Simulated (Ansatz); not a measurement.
ClGeH₅N₂ (SMILES [NH2][GeH]([NH2])[Cl])

Input

```
crystal:
  periodic: [false, false, false]
  atoms:
    - {symbol: Cl, position_ang: [0.135096, -1.728867, 1.525845]}
    - {symbol: Ge, position_ang: [-0.864692, -2.088290, -0.411471]}
    - {symbol: "N", position_ang: [-2.682202, -1.940511, -0.320788]}
    - {symbol: N, position_ang: [-0.272570, -0.820678, -1.584389]}
    - {symbol: H, position_ang: [-3.023355, -1.112951, 0.165744]}
    - {symbol: H, position_ang: [-3.156118, -2.758953, 0.057086]}
    - {symbol: H, position_ang: [-0.500998, -3.522500, -0.810253]}
    - {symbol: H, position_ang: [0.582153, -0.343204, -1.306088]}
    - {symbol: H, position_ang: [-0.984575, -0.132931, -1.823711]}
basis:
  gaussian:
    orbitals: def2-TZVPD
hamiltonian:
  xc: {name: PBE0}
output:
  forces: true
  orbitals: {seedname: orbitals}
```

Command:

```sh
ansatz run input.yaml --threads 2 --pin off --max-ram 4350MiB --events-out events.jsonl --progress --plain --runs-dir runs
```

Geometry: B3LYP-D3(BJ)/def2-SVP.

Theory: isolated molecule in a Gaussian basis; Kohn-Sham density functional theory, functional PBE0 (Ansatz 0.2.0).

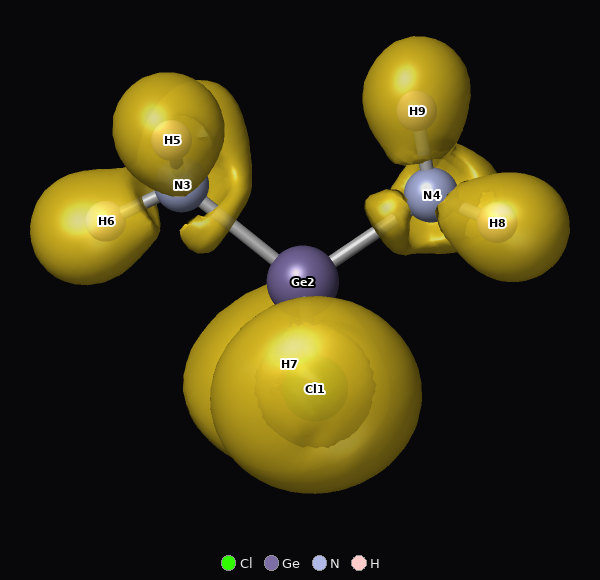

Figure 1. Isosurface of the electron localisation function at 0.8 (yellow), seen across its widest extent. Core shells and regions of very low density are left out.

**Describe the localisation domains.**

The ELF exceeds this value in one region around a hydrogen nucleus, one region wrapped around Cl (its valence shell) and two joined regions spread over several atoms (H, N), in which their bonds and any lone pairs are merged. Profiles from the grid: Ge–N (1.83 Å): the ELF peaks at about 0.90 in the valence shell of N, 0.7 Å from its nucleus, and is about 0.50 at the midpoint. Ge–Cl (2.21 Å): the ELF peaks at about 0.85 in the valence shell of Cl, 0.9 Å from its nucleus, and is about 0.70 at the midpoint.

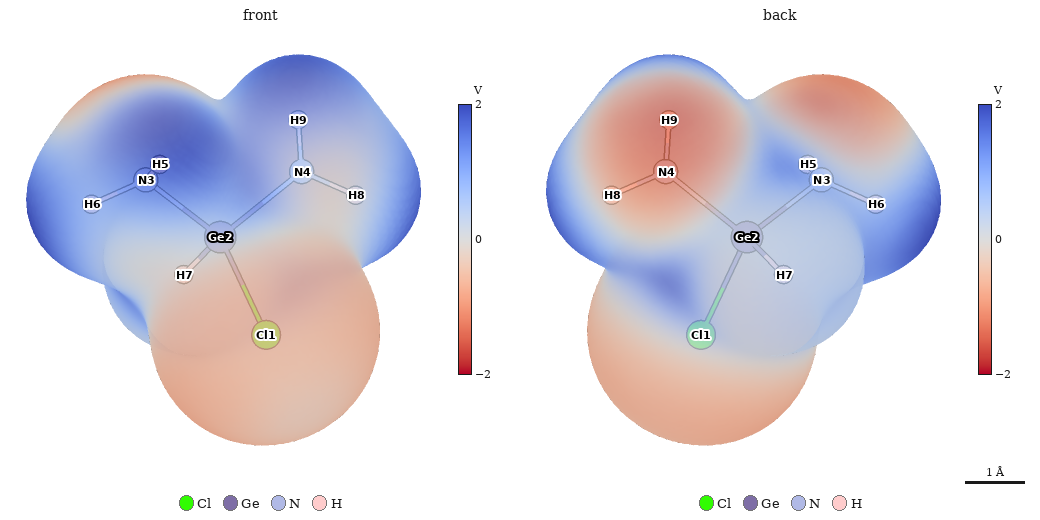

Figure 2. The electrostatic potential painted on the density surface at 0.002 e/bohr³, seen from the front and from behind; the colour scale runs from red (negative) to blue (positive).

**Where is the surface potential most negative and most positive?**

The most negative region (about −1.3 V) lies over N4, the most positive (about +2.0 V) over H5 and H6. N4 is the likeliest acceptor of a hydrogen bond.

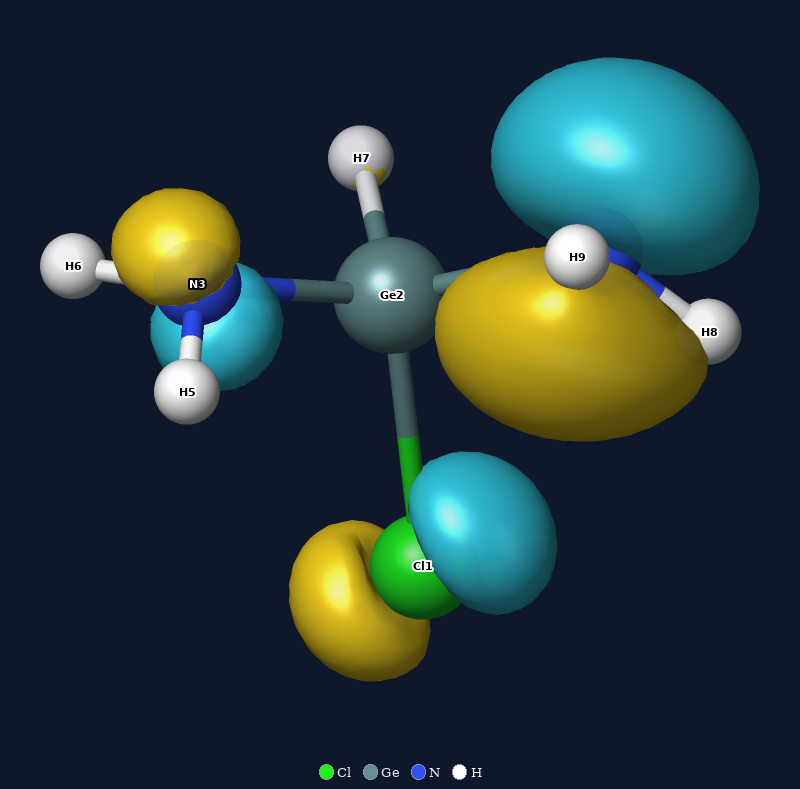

Figure 3. The HOMO at ±0.15 Å⁻³ᐟ² (yellow and cyan are the two phases), seen from one side.

**What is the character of this orbital?**

By Hirshfeld shares it lies mainly on N4 (about 60 %), Cl1 (about 10 %), Ge2 (about 10 %) and N3 (about 5 %). Its energy is −7.79 eV.
